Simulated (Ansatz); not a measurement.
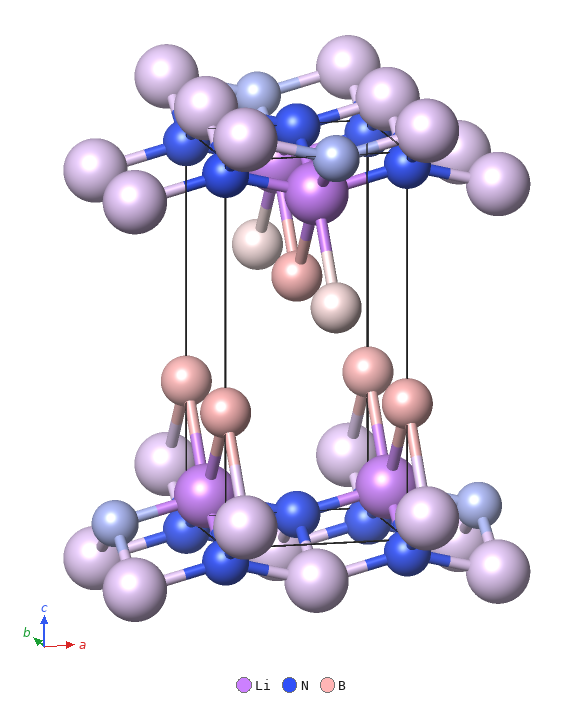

A ball-and-stick rendering, viewed slightly off an axis. One simulation cell is framed, with atoms on its boundary repeated. Outside the box, the atoms bonded to those within are drawn, in fainter colours.

```yaml
crystal:
  lattice:
    - [3.21577, 0.00000, 0.00000]
    - [0.00000, 2.79778, 0.00000]
    - [0.00000, 0.00000, 6.79796]
  atoms:
    - { symbol: Li, position: [0.00000, 0.50000, 0.09500] }
    - { symbol: Li, position: [0.50000, 0.00000, 0.90500] }
    - { symbol: N, position: [0.00000, 0.00000, 0.96500] }
    - { symbol: N, position: [0.50000, 0.50000, 0.03500] }
    - { symbol: B, position: [0.00000, 0.00000, 0.35000] }
    - { symbol: B, position: [0.50000, 0.50000, 0.65000] }
```

The calculation used DFT, PAW plane waves, PBE in Ansatz, with 420 eV cutoff, an 8×9×4 sampling of the Brillouin zone, cold smearing of 0.15 eV, no spin polarisation. The pressure of the cell is 20 GPa.

**List the Bader charges.**

Li +0.80 e; B -0.04 e; N -0.76 e.

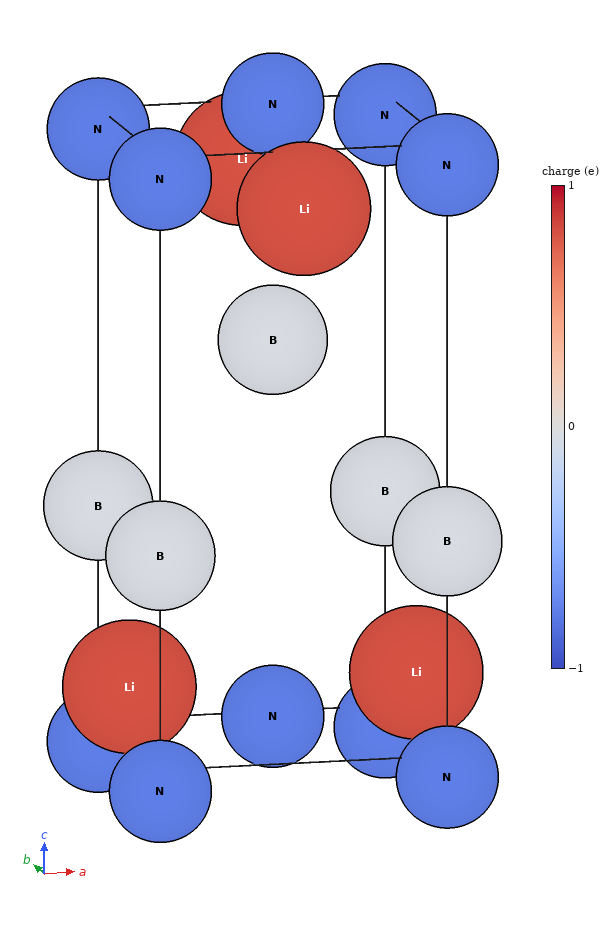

The atoms coloured by those charges.

About the cell: it is a generated cell, made by putting these elements into a known structure type (the compound may or may not exist in this form), and it is unrelaxed. It was run through Ansatz as a DFT input.

At this level of theory the cell isn't at rest (compressed, at 20 GPa and forces up to 3.6 eV/Å), so its distances can differ from those at equilibrium, the more so the softer the solid.
